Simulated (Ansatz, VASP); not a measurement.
# Cross-check of Ti6O between VASP and Ansatz, part 2 of 2

One calculation is typed for both programs; each brings its own data sets and cutoff. How far apart do they land?

VASP 6.6.1 and Ansatz 0.2.0.

So far. Step 2 (Ansatz: single point, PBEsol): The run ends at a pressure of 0.67 GPa, with forces up to 0.064 eV/Å.

## 3. VASP: single point, PBEsol

Level of this step: PBEsol, no spin polarisation; plane waves and PAW (Ti, O) (VASP).

The same cell, functional, mesh and smearing now go to VASP, with its own data sets and cutoff.

Lines of VASP's logs that name or quote its potential files are left out, and so is its time.

File INCAR:

```
SYSTEM = Ti6O
PREC = Normal
ENCUT = 400
EDIFF = 1E-05
NELM = 120
ISMEAR = 1
SIGMA = 0.2
LREAL = Auto
ALGO = Fast
GGA = PS
LASPH = .TRUE.
LORBIT = 11
LWAVE = .FALSE.
LCHARG = .FALSE.
KPAR = 4
NCORE = 2
```

File POSCAR:

```
Ti6O
1.0
   -2.5191074978      4.3632221759      4.6901331782
    5.0382149956      0.0000000000      4.6901331782
    7.5573224934     13.0896665277      0.0000000000
Ti O
36 6
Direct
    0.3698379253      0.3698379252      0.9873385916
    0.3698379252      0.3698379252      0.3206719250
    0.8698379252      0.8698379252      0.1540052583
    0.3698379252      0.3698379252      0.6540052583
    0.8698379252      0.8698379252      0.4873385916
    0.8698379253      0.8698379252      0.8206719250
    0.0357647754      0.7039110752      0.9880784082
    0.0357647754      0.7039110752      0.3214117415
    0.5357647753      0.2039110752      0.1547450749
    0.0357647754      0.7039110751      0.6547450749
    0.5357647753      0.2039110752      0.4880784082
    0.5357647754      0.2039110751      0.8214117416
    0.7039110751      0.0357647754      0.9880784082
    0.7039110752      0.0357647754      0.3214117415
    0.2039110752      0.5357647754      0.1547450749
    0.7039110752      0.0357647753      0.6547450749
    0.2039110752      0.5357647754      0.4880784082
    0.2039110752      0.5357647753      0.8214117415
    0.1301620747      0.1301620748      0.1793280750
    0.1301620748      0.1301620747      0.5126614084
    0.6301620747      0.6301620748      0.3459947417
    0.1301620748      0.1301620747      0.8459947417
    0.6301620748      0.6301620748      0.6793280750
    0.6301620747      0.6301620748      0.0126614083
    0.2960889249      0.9642352246      0.0119215918
    0.2960889249      0.9642352246      0.3452549251
    0.7960889248      0.4642352246      0.1785882584
    0.2960889249      0.9642352246      0.6785882584
    0.7960889248      0.4642352247      0.5119215918
    0.7960889249      0.4642352246      0.8452549251
    0.9642352246      0.2960889249      0.0119215918
    0.9642352247      0.2960889248      0.3452549251
    0.4642352246      0.7960889248      0.1785882584
    0.9642352247      0.2960889249      0.6785882584
    0.4642352246      0.7960889248      0.5119215918
    0.4642352246      0.7960889248      0.8452549251
    0.0000000000      0.0000000000      0.0000000000
    0.0000000000      0.0000000000      0.3333333333
    0.5000000000      0.5000000000      0.1666666667
    0.0000000000      0.0000000000      0.6666666667
    0.5000000000      0.5000000000      0.5000000000
    0.5000000000      0.5000000000      0.8333333333
```

File KPOINTS:

```
Automatic mesh
0
Gamma
4 4 2
0 0 0
```

The projector-augmented-wave data sets are Ti and O (PBE family, release 64).

Started as:

```
$ mpirun -np 8 vasp_std
```

Numbers of over 12 decimals in the logs are rounded to 6 here.

What it wrote:

```text
[banner, memory and clock lines left out]
running    8 mpi-ranks, on    1 nodes
[...]
|                                                                             |
|               ----> ADVICE to this user running VASP <----                  |
|                                                                             |
|     You enforced a specific xc type in the INCAR file but a different       |
|     [... a line on the potential file left out ...]
|     I HOPE YOU KNOW WHAT YOU ARE DOING!                                     |
|                                                                             |

 LDA part: xc-table for (Slater+PW92), standard interpolation
 POSCAR, INCAR and KPOINTS ok, starting setup
[...]
entering main loop
       N       E                     dE             d eps       ncg     rms          rms(c)
DAV:   1     0.113870333589E+04    0.11387E+04   -0.50510E+04  3136   0.118E+03
DAV:   2    -0.383415301935E+02   -0.11770E+04   -0.11444E+04  3184   0.300E+02
DAV:   3    -0.386188329072E+03   -0.34785E+03   -0.33888E+03  5472   0.144E+02
DAV:   4    -0.418748555465E+03   -0.32560E+02   -0.32280E+02  4608   0.487E+01
[...]
RMM:  23    -0.365230458355E+03    0.67260E-04   -0.23590E-04  4543   0.364E-02    0.332E-02
RMM:  24    -0.365230444057E+03    0.14298E-04   -0.13521E-04  4070   0.269E-02    0.772E-03
RMM:  25    -0.365230443930E+03    0.12718E-06   -0.14450E-05  2537   0.113E-02
   1 F= -.36523044E+03 E0= -.36525987E+03  d E =0.882724E-01
```

OUTCAR, selected parts (step 3):

```text
  Total       -3.5209229     -3.4206982     -4.0812683      0.0867971     -0.0264378     -0.0152639
  in kB       -9.1189880     -8.8594119    -10.5702506      0.2247995     -0.0684725     -0.0395326
  external PRESSURE =      -9.5162168 kB  Pullay stress =       0.0000000 kB

 POSITION                                       TOTAL-FORCE (eV/Angst)
 -----------------------------------------------------------------------------------
      8.39330     14.53762      3.46918         0.033973      0.058842     -0.094000
      3.35508      5.81117      3.46918         0.033973      0.058842     -0.094000
      3.35508      5.81117      8.15931         0.033973      0.058842     -0.094000
      5.87419     10.17440      3.46918         0.033973      0.058842     -0.094000
      5.87419     10.17440      8.15931         0.033973      0.058842     -0.094000
      8.39330     14.53762      8.15931         0.033973      0.058842     -0.094000
     10.92359     13.08967      3.46918        -0.075240      0.003727     -0.086136
      5.88537      4.36322      3.46918        -0.075240      0.003727     -0.086136
      0.84716      4.36322      3.46918        -0.075240      0.003727     -0.086136
      8.40448      8.72644      3.46918        -0.075240      0.003727     -0.086136
      3.36626      8.72644      3.46918        -0.075240      0.003727     -0.086136
      5.88537     13.08967      3.46918        -0.075240      0.003727     -0.086136
      5.87419     16.00494      3.46918         0.040848     -0.063296     -0.086136
      0.83598      7.27849      3.46918         0.040848     -0.063296     -0.086136
[...]
-----------------------------------------------------------------------------------
    total drift:                               -0.000000      0.000000      0.000000

  FREE ENERGIE OF THE ION-ELECTRON SYSTEM (eV)
  ---------------------------------------------------
  free  energy   TOTEN  =      -365.2304439296 eV

  energy  without entropy=     -365.3187163561  energy(sigma->0) =     -365.25986807

[... 2 further parts left out ...]
[key lines of the parts left out:]
E-fermi :   3.5333
```

The run ends at a pressure of -0.95 GPa, with forces up to 0.12 eV/Å.

## 4. Side by side

Known differences besides the PAW data sets themselves: the data sets hold 468 valence electrons in Ansatz (default PAW (the set named soft_2) files) and 180 in VASP; the cutoff is 420 eV in Ansatz and 400 eV in VASP (PREC = Normal, projectors in real space); Ansatz makes its cores anew for this functional, VASP keeps those of its PBE data sets. Total energies have different zeros and are not compared.

The two programs side by side:

```
      quantity  Ansatz   VASP  difference
pressure (GPa)    0.67  -0.95       +1.62
```

Forces on 10 of the 42 atoms, picked by the larger force of the two programs (eV/Å; atoms numbered as in POSCAR):

```
atom         Ansatz x, y, z           VASP x, y, z
 Ti1  -0.025, -0.044, 0.039   0.034, 0.059, -0.094
 Ti2  -0.025, -0.044, 0.039   0.034, 0.059, -0.094
 Ti3  -0.025, -0.044, 0.039   0.034, 0.059, -0.094
 Ti4  -0.025, -0.044, 0.039   0.034, 0.059, -0.094
Ti19   0.025, 0.044, -0.039  -0.034, -0.059, 0.094
Ti20   0.025, 0.044, -0.039  -0.034, -0.059, 0.094
Ti21   0.025, 0.044, -0.039  -0.034, -0.059, 0.094
Ti22   0.025, 0.044, -0.039  -0.034, -0.059, 0.094
Ti23   0.025, 0.044, -0.039  -0.034, -0.059, 0.094
Ti24   0.025, 0.044, -0.039  -0.034, -0.059, 0.094
```

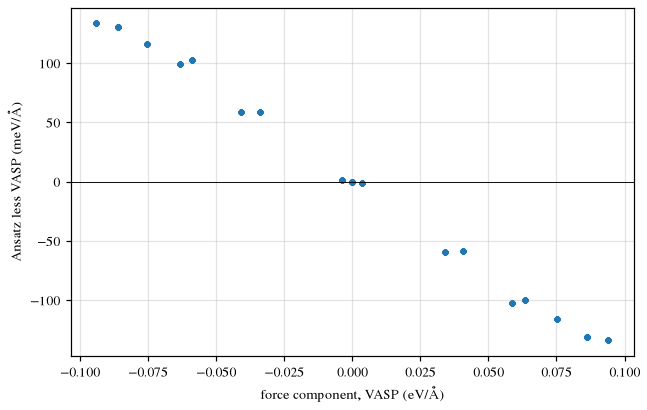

Difference of the force components against their size.

The forces differ by 94 meV/Å r.m.s., which is 153.0 % of the r.m.s. force of 0.06 eV/Å (both taken over all components). Ansatz's pressure holds a Pulay correction of 0.13 GPa; VASP's holds none.

## 5. What moves the difference

The difference is large enough to ask for its cause, so further runs change the set-up of one program at a time, as the table lists.

```
                                                           run  r.m.s. force difference (meV/Å)
                                                      as above                               94
cores kept as stored, as VASP does, whose cores stay as stored                               92
                       Ansatz's larger PAW set (cutoff 910 eV)                               93
```

## 6. Summary of results

| Property | Result |
| --- | --- |
| r.m.s. force difference (single point, PBEsol) | 94 meV/Å |
| difference in pressure (single point, PBEsol) | 1.6 GPa |

What this shows: The r.m.s. force difference is 94 meV/Å (single point, PBEsol), beyond the 12 meV/Å picked in this series as the mark of a large difference. Also far apart in the single point, PBEsol pair: the difference in pressure, 1.6 GPa. For single point, PBEsol: no further run halves the r.m.s. force difference; only Ansatz's side was varied. 1 further run on this material is not shown. Differences of this kind measure data sets and numerical settings, not the functional's error against experiment.

[Lines on the potential files, build, host, timing and source positions are cut from VASP's logs without a mark.]

[Logs are printed without paths, hosts, clocks, repeated set-up lines and the standing remarks that a program may print on its own settings, such as how far it seeks lower states.]

[Hosts, paths, dates, database ids (printed as entryN), source tags and the programs' standing remarks are cut or masked in the printed files.]
